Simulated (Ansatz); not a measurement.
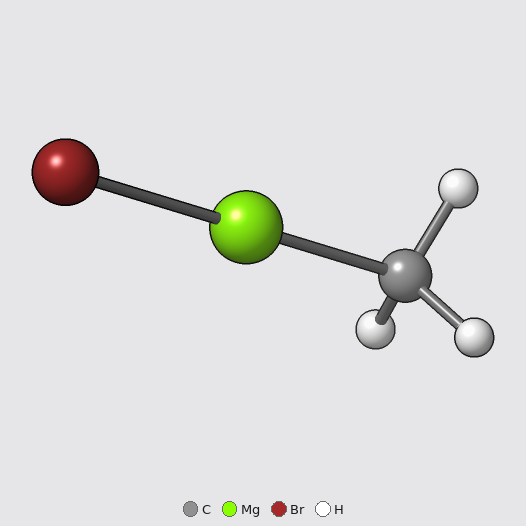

Computed geometry: PBE-D4/def2-SVP optimisation. No frequency run is at hand to confirm it as a minimum. Method: RKS PBE-D4/def2-SVP (Ansatz 0.2.0).

Computed properties:

The species is CH3BrMg (`[CH3][Mg][Br]`).
- dipole moment: 2.09 D
